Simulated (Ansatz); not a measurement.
**One shape, several levels: CH5Al (SMILES [CH3][AlH2])**

Aim: a comparison of 6 runs (HF/STO-3G, UHF/STO-3G, UPBE/STO-3G, UPBE0/STO-3G, r2SCAN0/STO-3G, FCI/STO-3G) of CH5Al. 

Program for the calculation: Ansatz 0.2.0.

43 further runs of the same task are left out: 1 that didn't finish, 42 set aside as unsound or not needed.

## 1. Starting point

The species is CH5Al (7 atoms), meant as a singlet with charge 0. As SMILES, `[CH3][AlH2]`. The H4–C1 distance was set to 1.371 Å, away from the relaxed value.

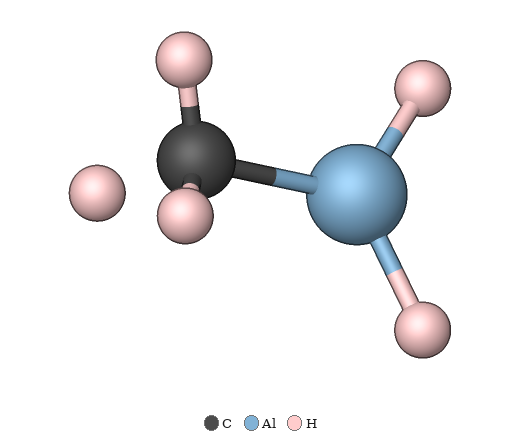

The structure, seen from a chosen angle (carbon dark grey, aluminium light blue, hydrogen pink).

## 2. A single-point energy at HF/STO-3G (run 1)

File run.yaml:

```yaml
basis:
  gaussian:
    orbitals: STO-3G
crystal:
  periodic: [false, false, false]
  atoms:
    - symbol: C
      position_ang: [-0.277016, -0.792905, -0.164815]
    - symbol: Al
      position_ang: [0.734384, 0.680995, 0.615385]
    - symbol: H
      position_ang: [-0.891616, -1.316905, 0.571485]
    - symbol: H
      position_ang: [-1.134400, -0.306400, -1.118200]
    - symbol: H
      position_ang: [0.364884, -1.522805, -0.664915]
    - symbol: H
      position_ang: [0.187484, 1.451995, 1.894085]
    - symbol: H
      position_ang: [2.106284, 1.154295, -0.034715]
hamiltonian:
  xc: hf
accuracy: high
```

Launch:

```
$ ansatz run run.yaml --threads 1 --pin off --max-ram 2610MiB --events-out events.jsonl --progress --plain --runs-dir runs
```

The program printed:

```text
Warning: RAYON_NUM_THREADS=1 ignored (pool sized by the plan → 1); use --threads N
Functional definition: HF
  name "HF"
  exchange = exact_x
  correlation = 0
335 factors; integrals over basis functions are off by at most 2.5e-8 eV
mean field evaluation 1: about -7598.6046 eV, gradient 1.3e1 eV
mean field evaluation 2: about -7598.6294 eV, gradient 1.3e1 eV
mean field evaluation 4: about -7599.4084 eV, gradient 5.5e-1 eV
mean field evaluation 8: about -7599.4091 eV, gradient 1.6e-6 eV
mean field -7599.40910313 eV, -279.2731334755 hartree, gradient 8.3e-8 eV, S^2 0.000000; 0 other end points of the search recorded, 0 dependent functions left out
reference -7599.40910313 eV, -279.2731334755 hartree; 12, 12 occupied and 7, 7 virtual orbitals, 335 factors
Total energy: -7599.40910313 eV, -279.2731334755 hartree
```

It took 0.1 s on 1 thread of Arm Neoverse V1, shared host.

## 3. The energy at UHF/STO-3G (run 2)

File in.yaml:

```yaml
crystal:
  periodic: [false, false, false]
  atoms:
    - {symbol: C, position_ang: [-0.277016, -0.792905, -0.164815]}
    - {symbol: Al, position_ang: [0.734384, 0.680995, 0.615385]}
    - {symbol: H, position_ang: [-0.891616, -1.316905, 0.571485]}
    - {symbol: H, position_ang: [-1.134400, -0.306400, -1.118200]}
    - {symbol: H, position_ang: [0.364884, -1.522805, -0.664915]}
    - {symbol: H, position_ang: [0.187484, 1.451995, 1.894085]}
    - {symbol: H, position_ang: [2.106284, 1.154295, -0.034715]}
basis:
  gaussian:
    orbitals: STO-3G
magnetization:
  spin_polarized: true
  initial_magnetization: 0
hamiltonian:
  xc: hf
accuracy: high
```

Launch:

```
$ ansatz run in.yaml --threads 1 --pin off --max-ram 2610MiB --events-out events.jsonl --progress --plain --runs-dir runs
```

The program printed:

```text
Warning: RAYON_NUM_THREADS=1 ignored (pool sized by the plan → 1); use --threads N
[... 4 set-up lines as earlier in the session ...]
335 factors; integrals over basis functions are off by at most 2.5e-8 eV
mean field evaluation 1: about -7598.6046 eV, gradient 9.1e0 eV
mean field evaluation 2: about -7598.6294 eV, gradient 9.0e0 eV
mean field evaluation 4: about -7599.4084 eV, gradient 3.9e-1 eV
mean field evaluation 8: about -7599.4091 eV, gradient 1.5e-6 eV
mean field -7599.40910313 eV, -279.2731334755 hartree, gradient 5.8e-8 eV, S^2 0.000000; 0 other end points of the search recorded, 0 dependent functions left out
reference -7599.40910313 eV, -279.2731334755 hartree; 12, 12 occupied and 7, 7 virtual orbitals, 335 factors
Total energy: -7599.40910313 eV, -279.2731334755 hartree
```

Run time: 0.12 s. Hardware: 1 thread of Arm Neoverse V1, shared host.

Run 3 isn't shown in full; the table further down has it.

## 4. A single-point energy at UPBE0/STO-3G (run 4)

File input.yaml:

```yaml
crystal:
  periodic: [false, false, false]
  atoms:
    - {symbol: C, position_ang: [-0.277016, -0.792905, -0.164815]}
    - {symbol: Al, position_ang: [0.734384, 0.680995, 0.615385]}
    - {symbol: H, position_ang: [-0.891616, -1.316905, 0.571485]}
    - {symbol: H, position_ang: [-1.134400, -0.306400, -1.118200]}
    - {symbol: H, position_ang: [0.364884, -1.522805, -0.664915]}
    - {symbol: H, position_ang: [0.187484, 1.451995, 1.894085]}
    - {symbol: H, position_ang: [2.106284, 1.154295, -0.034715]}
basis:
  gaussian: {orbitals: STO-3G}
accuracy: high
magnetization: {spin_polarized: true}
hamiltonian: {xc: pbe0}
```

Launch:

```
$ ansatz run input.yaml --threads 1 --pin off --max-ram 2610MiB --events-out events.jsonl --progress --plain --runs-dir runs
```

The program printed:

```text
Warning: RAYON_NUM_THREADS=1 ignored (pool sized by the plan → 1); use --threads N
Functional definition: PBE0
  name "PBE0"
  parameter a = 0.25
  parameter kappa = 0.804
  parameter beta = 0.06672455060314922
  exchange = (1 - a)*pbe_x(kappa = kappa, mu = beta*pi^2/3) + a*exact_x
  correlation = pbe_c(beta = beta)
335 factors; integrals over basis functions are off by at most 2.5e-8 eV
mean field evaluation 1: about -7616.2791 eV, gradient 1.3e1 eV
mean field evaluation 2: about -7616.9354 eV, gradient 7.9e0 eV
mean field evaluation 4: about -7617.3357 eV, gradient 1.1e-1 eV
mean field evaluation 8: about -7617.2653 eV, gradient 2.4e-4 eV
mean field -7617.26526599 eV, -279.9293353574 hartree, gradient 2.2e-8 eV, S^2 0.000000; 0 other end points of the search recorded, 0 dependent functions left out
reference -7617.26526758 eV, -279.9293354156 hartree; 12, 12 occupied and 7, 7 virtual orbitals, 335 factors
Total energy: -7617.26526758 eV, -279.9293354156 hartree
```

Run time: 2 s. Hardware: 1 thread of Arm Neoverse V1, shared host; peak memory 0.14 GiB.

Run 5 isn't shown in full; the table further down has it.

## 5. A single-point energy at FCI/STO-3G (run 6)

File molecule.yaml:

```yaml
crystal:
  periodic: [false, false, false]
  atoms:
    - {symbol: C, position_ang: [-0.277016, -0.792905, -0.164815]}
    - {symbol: Al, position_ang: [0.734384, 0.680995, 0.615385]}
    - {symbol: H, position_ang: [-0.891616, -1.316905, 0.571485]}
    - {symbol: H, position_ang: [-1.134400, -0.306400, -1.118200]}
    - {symbol: H, position_ang: [0.364884, -1.522805, -0.664915]}
    - {symbol: H, position_ang: [0.187484, 1.451995, 1.894085]}
    - {symbol: H, position_ang: [2.106284, 1.154295, -0.034715]}
basis:
  gaussian:
    orbitals: STO-3G
correlation:
  method: fci
  frozen_orbitals: {Al: 5, C: 1, H: 0}
accuracy: high
```

Launch:

```
$ ansatz run molecule.yaml --threads 1 --pin off --max-ram 2610MiB --events-out events.jsonl --progress --plain --runs-dir runs
```

The program printed:

```text
Warning: RAYON_NUM_THREADS=1 ignored (pool sized by the plan → 1); use --threads N
[... 4 set-up lines as earlier in the session ...]
335 factors; integrals over basis functions are off by at most 2.5e-8 eV
mean field evaluation 1: about -7598.6046 eV, gradient 1.3e1 eV
mean field evaluation 2: about -7598.6294 eV, gradient 1.3e1 eV
mean field evaluation 4: about -7599.4084 eV, gradient 5.5e-1 eV
mean field evaluation 8: about -7599.4091 eV, gradient 1.6e-6 eV
mean field -7599.40910313 eV, -279.2731334755 hartree, gradient 8.3e-8 eV, S^2 0.000000; 0 other end points of the search recorded, 0 dependent functions left out
6 core orbitals not correlated: weight in the atoms' cores, before any rotation towards them, 0.999 or more for the frozen orbitals, at most 0.000 for the correlated occupied ones
reference -7599.40910313 eV, -279.2731334755 hartree; 6, 6 occupied and 7, 7 virtual orbitals, 335 factors
state -7603.02817142 eV, -279.4061317823 hartree
Total energy: -7603.02817142 eV, -279.4061317823 hartree
```

Run time: 12 s. Hardware: 1 thread of Arm Neoverse V1, shared host; peak memory 0.28 GiB.

## 6. Overview of the runs

```
run           level  frozen core orbitals  energy (Eh)  wall time
  1       HF/STO-3G                     –  -279.273133      0.1 s
  2      UHF/STO-3G                     –  -279.273133     0.12 s
  3     UPBE/STO-3G                     –  -279.879359        2 s
  4    UPBE0/STO-3G                     –  -279.929335        2 s
  5  r2SCAN0/STO-3G                     –  -280.040381      2.9 s
  6      FCI/STO-3G                     6  -279.406132       12 s
```

## 7. Summary of results

```
                                          quantity          value
                               run 6: total energy  -279.40613 Eh
run 6: correlation energy (6 core orbitals frozen)     -133.0 mEh
```

Against full CI in this basis: HF +133.0 mEh; UHF +133.0 mEh. Totals of different functionals can't be ranked against each other. In runs 1, 2, 3, 4, 5, 6 the basis is minimal, so the values are rough. All runs together took 19 s, the longest 12 s.
